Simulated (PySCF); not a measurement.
**H4O2Si (Si(OH)2H2) at M11/STO-3G (density fitting with def2-universal-jkfit, C-PCM methanol)**

We compute a geometry optimisation of H4O2Si (Si(OH)2H2). The job is set up through an ASE script.

The calculation is run with PySCF 2.14.0.

## Step 1: The molecule

H4O2Si has 7 atoms, charge 0, and is taken as a singlet. SMILES: `[H][Si]([H])(O)O`. The shape comes from GFN2-xTB, which is rough for such elements, and wasn't checked as a minimum. The run starts from this shape.

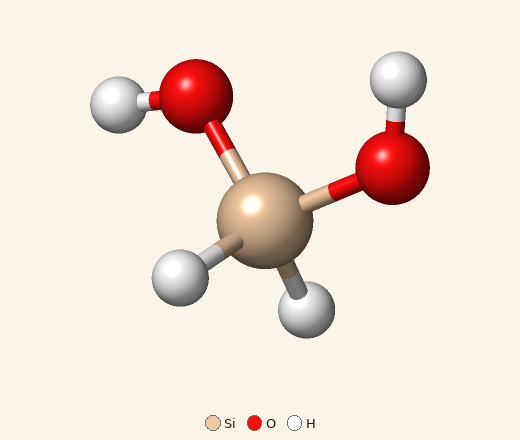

Viewed from a chosen angle; silicon light orange, oxygen red, hydrogen white.

## Step 2: A structure relaxation at M11/STO-3G (density fitting with def2-universal-jkfit, C-PCM methanol)

The input, calc.py:

```python
import pyscf.grad
from pyscf import gto, dft, solvent
from ase.optimize import LBFGS
from pyscf.pbc.tools.pyscf_ase import PySCF, ase_atoms_to_pyscf
from ase import Atoms

atoms = Atoms(['Si', 'O', 'H', 'O', 'H', 'H', 'H'], positions=[
    [-0.252250, 0.063680, -0.346570],
    [-0.197710, 0.044490, 1.286260],
    [-0.995730, 0.127050, 1.796570],
    [1.284180, -0.072860, -0.831830],
    [1.933660, -0.433900, -0.234220],
    [-0.726770, 1.342670, -0.855030],
    [-1.045380, -1.071130, -0.815180],
])

mol = gto.Mole()
mol.atom = ase_atoms_to_pyscf(atoms)
mol.verbose = 3
mol.max_memory = 1860
mol.basis = 'sto-3g'
mol.charge = 0
mol.build()

calc0 = dft.RKS(mol, xc='hyb_mgga_x_m11,mgga_c_m11')
calc0 = calc0.density_fit(auxbasis='def2-universal-jkfit')
calc0 = calc0.PCM()
calc0.with_solvent.method = 'C-PCM'
calc0.with_solvent.eps = 32.613
atoms.calc = PySCF(method=calc0)

opt = LBFGS(atoms, trajectory='opt.traj')
converged = opt.run(fmax=0.05, steps=60)
print('converged:', converged)
print(atoms.get_positions().round(5))
e_ev = atoms.get_potential_energy()
print('energy %.6f eV' % e_ev)
```

Started as:

```bash
$ OMP_NUM_THREADS=1 python calc.py
```

What it wrote:

```text
WARN: PCM is an experimental feature. It is still in testing.
Features and APIs may be changed in the future.

converged SCF energy = -436.394660462112
--------------- PCMDFRKS_Scanner (+PCM) gradients ---------------
         x                y                z
0 Si     0.0443931166     0.0005980808     0.0037840585
1 O    -0.0676617806     0.0064985763    -0.0077461506
2 H     0.0591019149    -0.0058455731    -0.0231399234
3 O    -0.0076517783    -0.0249842948     0.0649031144
4 H    -0.0297793462     0.0249984172    -0.0442268970
5 H     0.0022359705     0.0074911914     0.0032771286
6 H    -0.0002812092    -0.0083111203     0.0032375326
----------------------------------------------
       Step     Time          Energy          fmax
LBFGS:    0 17:34:04   -11874.903563        3.597773

[... 19 lines left out ...]
converged SCF energy = -436.410188317091
[... 63 lines left out ...]
converged SCF energy = -436.414806265328
[... 63 lines left out ...]
converged SCF energy = -436.415209885605
[... 63 lines left out ...]
converged SCF energy = -436.415318416269
[... 63 lines left out ...]
converged SCF energy = -436.415561461766
[... 63 lines left out ...]
converged SCF energy = -436.415792832504
[... 63 lines left out ...]
converged SCF energy = -436.416140420597
[... 63 lines left out ...]
converged SCF energy = -436.416444548023
[... 63 lines left out ...]
converged SCF energy = -436.416527352509
[... 12 lines left out ...]
WARN: PCM is an experimental feature. It is still in testing.
Features and APIs may be changed in the future.

converged SCF energy = -436.416535836788
--------------- PCMDFRKS_Scanner (+PCM) gradients ---------------
         x                y                z
0 Si     0.0005052573    -0.0002477485    -0.0002193098
1 O     0.0002382129    -0.0002331516    -0.0001035041
2 H    -0.0003315893     0.0001590276     0.0000506448
3 O     0.0000708033     0.0009516519     0.0000234999
4 H    -0.0000522822    -0.0003207865     0.0003663861
5 H     0.0001901514    -0.0000325564     0.0005507179
6 H    -0.0001500185    -0.0004292679    -0.0001408519
----------------------------------------------
LBFGS:   35 17:36:39   -11875.498822        0.049086
converged: True
[[-0.21569  0.12202 -0.28712]
 [-0.15962  0.18959  1.42332]
 [-1.1188   0.03898  1.72004]
 [ 1.40364  0.14846 -0.82047]
 [ 1.81553 -0.70217 -0.45028]
 [-0.83161  1.29638 -0.85344]
 [-0.92785 -1.05847 -0.72961]]
energy -11875.498822 eV
```

Wall time 2.7 min (1 thread of AMD EPYC 7R43 (Zen 3), shared host); peak memory 0.36 GiB.

The path in brief:

```tsv
step	energy from the first frame kept (eV)	largest force (eV/Å)
0	0.0000	3.5978
2	-0.4225	1.3234
4	-0.5224	0.4593
6	-0.5482	0.2637
8	-0.5543	0.2029
10	-0.5592	0.1290
12	-0.5607	0.0815
14	-0.5621	0.1248
16	-0.5646	0.1339
18	-0.5687	0.1795
20	-0.5738	0.1593
22	-0.5750	0.4203
24	-0.5791	0.1137
26	-0.5845	0.1054
28	-0.5887	0.1344
30	-0.5928	0.3355
32	-0.5947	0.0689
34	-0.5950	0.0749
35	-0.5953	0.0491
```

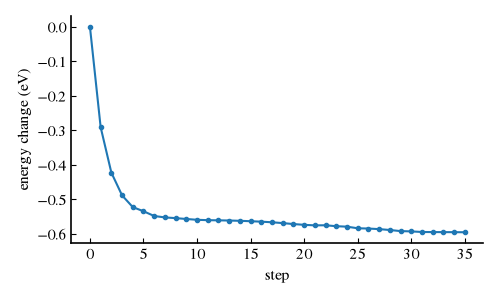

Energy along the run.

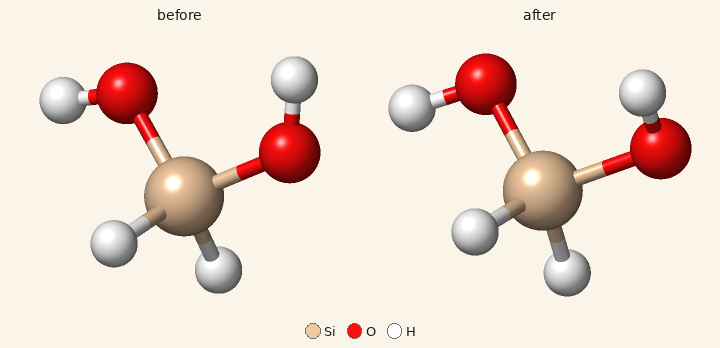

Before and after, at one scale.

After the run. Bond lengths: Si1–O2 1.713 Å, Si1–O4 1.705 Å, O2–H3 1.015 Å, O4–H5 1.015 Å, Si1–H6 1.442 Å, Si1–H7 1.448 Å. Angles: O2–Si1–O4 106.3°, Si1–O2–H3 104.8°, O2–Si1–H6 112.0°, O2–Si1–H7 110.7°, O4–Si1–H6 105.7°, O4–Si1–H7 112.6°, Si1–O4–H5 105.0°, H6–Si1–H7 109.5°.

## Step 3: Summary of results

At M11/STO-3G (density fitting with def2-universal-jkfit, C-PCM methanol):

| quantity | value |
| --- | --- |
| total energy at the end | -436.41654 Eh |
| dipole moment | 2.16 D |
| HOMO energy | -7.38 eV |
| LUMO energy | 9.74 eV |
| HOMO–LUMO gap | 17.12 eV |
| solvent term in the energy | -18.7 kJ/mol |

At the final geometry: Bond lengths: Si1–O2 1.713 Å, Si1–O4 1.705 Å, O2–H3 1.015 Å, O4–H5 1.015 Å, Si1–H6 1.442 Å, Si1–H7 1.448 Å. Angles: O2–Si1–O4 106.3°, Si1–O2–H3 104.8°, O2–Si1–H6 112.0°, O2–Si1–H7 110.7°, O4–Si1–H6 105.7°, O4–Si1–H7 112.6°, Si1–O4–H5 105.0°, H6–Si1–H7 109.5°. The optimisation took 35 steps and changed the energy by -0.595 eV. Mulliken charges run from -0.40 on O2 to +0.77 on Si1.
